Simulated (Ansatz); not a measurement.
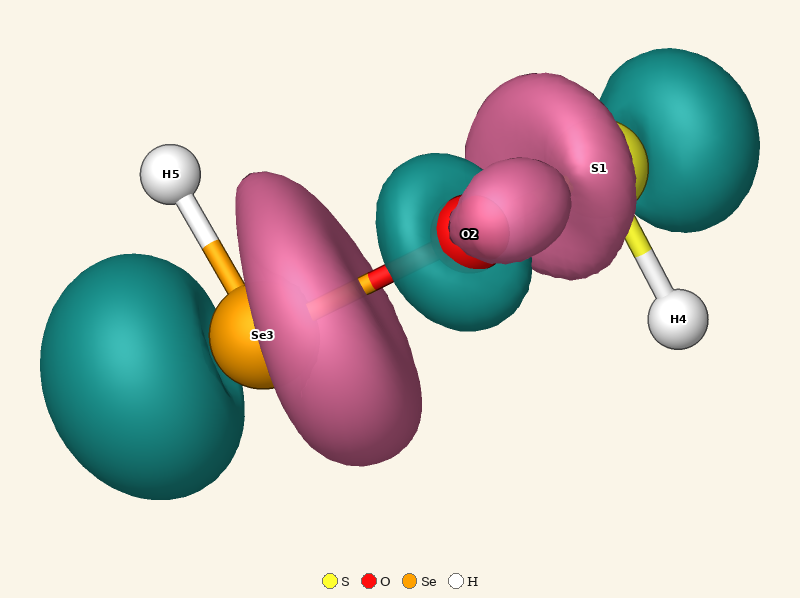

The picture shows: H$_{2}$OSSe. One frontier orbital at ±0.15 Å⁻³ᐟ² (teal and pink are the two phases), seen at a tilt.

Level of theory: Ansatz 0.2.0, RKS B3LYP-D4/def2-SVP.

The calculation's input:

```
crystal:
  periodic: [false, false, false]
  atoms:
    - { symbol: S, position_ang: [-1.03214, -1.2287, 0.20709] }
    - { symbol: O, position_ang: [-0.13919, -0.05069, 0.88704] }
    - { symbol: Se, position_ang: [1.61842, 0.40301, 0.33603] }
    - { symbol: H, position_ang: [-1.59239, -0.50063, -0.78656] }
    - { symbol: H, position_ang: [2.23819, -0.53313, 1.26969] }
basis:
  gaussian: { orbitals: def2-SVP }
hamiltonian:
  xc: b3lyp
  dispersion: d4
relax:
  f_tol: 0.015
  max_steps: 40
output:
  orbitals: {}
```

Run with:

```sh
ansatz run input.yaml --threads 1 --pin off --max-ram 2048MiB --backend cpu --events-out ev --progress --plain --runs-dir out
```

The fields are those of the relaxed geometry.

### Which orbital is it: HOMO or LUMO?

The LUMO, at −2.09 eV. By Hirshfeld shares it lies mainly on Se3 (about 50 %), O2 (about 25 %) and S1 (about 20 %).
